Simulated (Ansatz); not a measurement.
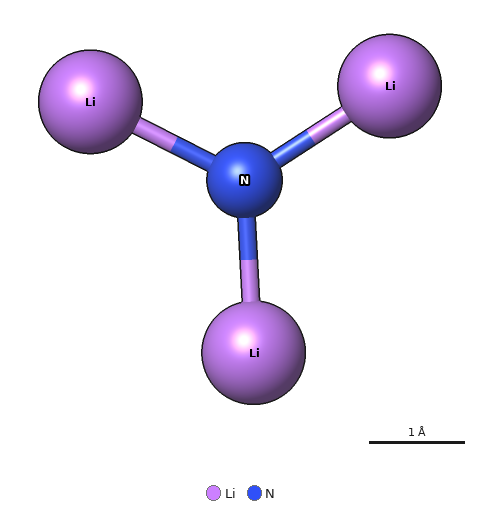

Figure 1. The structure as given in the input (ball-and-stick view, seen on its broad side). Sticks mark near contacts.

## Run report: Li3N (charge +1), single-point calculation

The run: single-point calculation of Li3N, charge +1, multiplicity 2. Method and program: UKS PBE0-D4/def2-TZVP (Ansatz 0.2.0).

The geometry comes from this level: PBE0-D4/def2-TZVP.

### What the program printed
```
Functional definition: PBE0
  name "PBE0"
  cite "Adamo & Barone, J. Chem. Phys. 110, 6158 (1999) doi:10.1063/1.478522"
  cite "Perdew, Burke & Ernzerhof, Phys. Rev. Lett. 77, 3865 (1996) doi:10.1103/PhysRevLett.77.3865"
  parent pbe
  parameter a = 0.25
  parameter kappa = 0.804
  parameter beta = 0.06672455060314922
  exchange = (1 - a)*pbe_x(kappa = kappa, mu = beta*pi^2/3) + a*exact_x
  correlation = pbe_c(beta = beta)
542 factors; their error is unknown
mean field evaluation 1: about -2095.8096 eV, gradient 4.5e-2 eV
mean field evaluation 2: about -2095.8094 eV, gradient 2.6e-5 eV
mean field evaluation 4: about -1966.9180 eV, gradient 8.8e1 eV
mean field evaluation 8: about -2095.8091 eV, gradient 3.0e-1 eV
mean field evaluation 16: about -2095.8094 eV, gradient 1.1e-4 eV
mean field evaluation 32: about -2095.8017 eV, gradient 1.1e0 eV
mean field -2095.80942920 eV, -77.0195759325 hartree, gradient 2.6e-5 eV, S^2 0.754127; 5 other end points of the search recorded, 0 dependent functions left out
reference -2095.80948178 eV, -77.0195778648 hartree; 8, 7 occupied and 65, 66 virtual orbitals, 542 factors
Total energy: -2095.84388555 eV, -77.0208421798 hartree
```

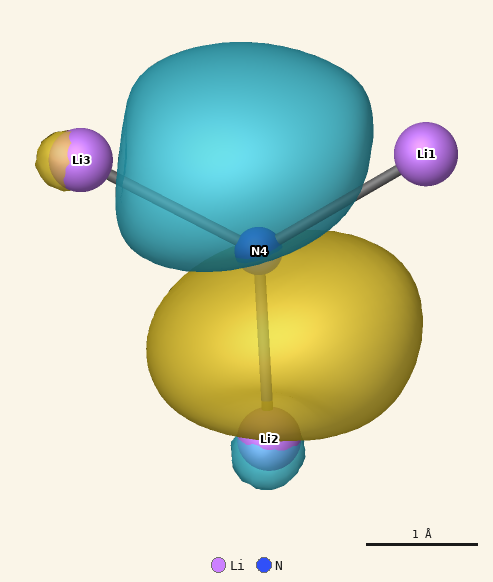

Figure 2. The HOMO (α) at ±0.1 Å⁻³ᐟ² (yellow and cyan are the two phases), seen at a tilt. Its energy is −10.04 eV.

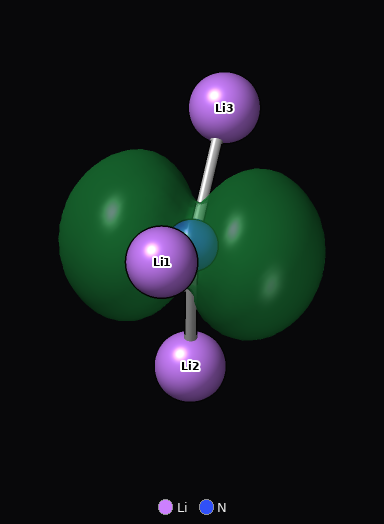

Figure 3. Isosurfaces of the spin density at +0.02 (green) and −0.02 e/Å³ (red), seen at an oblique angle. The unpaired spin (1 electron) lies mostly on N4 (about 0.9), in electrons by Hirshfeld's partition. Only one sign reaches the isovalue.

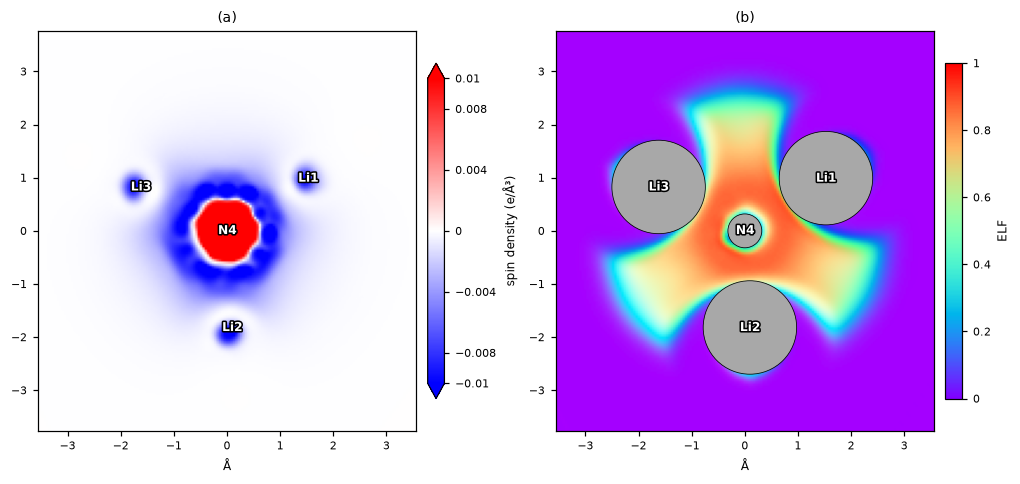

Figure 4. (a) spin density; (b) ELF on the molecular plane. Grey discs, where drawn, cover atomic cores. Atoms in the plane: Li and N. Li–N (1.82 Å): the ELF peaks at about 0.90 in the valence shell of N, 0.7 Å from its nucleus, and is about 0.75 at the midpoint. The unpaired spin (1 electron) lies mostly on N4 (about 0.9), in electrons by Hirshfeld's partition.

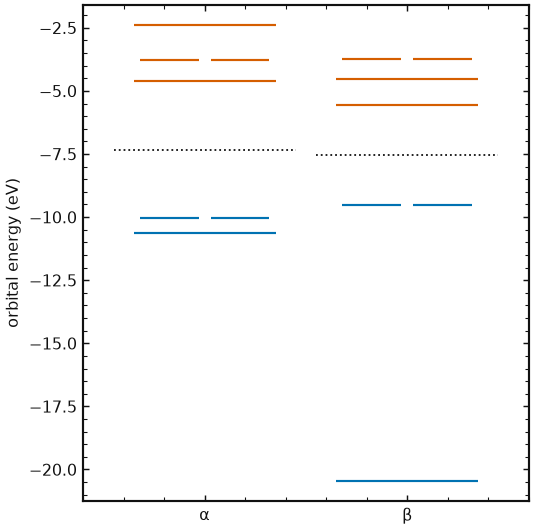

Figure 5. Orbital energies near the frontier for α and β spins; the dotted line parts filled from empty levels, and levels within 0.02 eV of each other stand side by side. α: highest filled −10.04 eV, lowest empty −4.61 eV, 5.43 eV apart; β: highest filled −9.53 eV, lowest empty −5.58 eV, 3.95 eV apart.

The run was set up as follows.

### Input
```yaml
crystal:
  periodic: [false, false, false]
  atoms:
    - {symbol: Li, position_ang: [0.819181, 0.516640, 1.541870]}
    - {symbol: Li, position_ang: [-1.423366, 0.941685, -0.634389]}
    - {symbol: Li, position_ang: [0.604287, -1.458280, -0.907572]}
    - {symbol: N, position_ang: [-0.000102, -0.000055, 0.000091]}
basis:
  gaussian: {orbitals: def2-TZVP, initial_orbitals: start.molden}
total_charge: 1
magnetization: {spin_polarized: true, initial_magnetization: 1}
hamiltonian: {xc: pbe0, dispersion: d4}
output: {orbitals: {seedname: orbitals}}
```

Command:
```bash
ansatz run in.yaml --threads 4 --pin off --events-out ev --progress --plain --max-ram 3916MiB
```

### Results in brief

```csv
quantity,value
outcome,converged
total energy,−2095.8439 eV
mean-field energy,−2095.8095 eV
dispersion energy,−0.0344 eV
⟨S²⟩,0.754
SCF solution under orbital rotations,stable
HOMO (either spin),−9.53 eV
LUMO (either spin),−5.58 eV
hardware,"4 threads of Arm Neoverse V2, 23 GiB of memory available, shared host"
wall time,0.8 s (CPU time 2.6 s)
peak memory,0.13 GiB
```
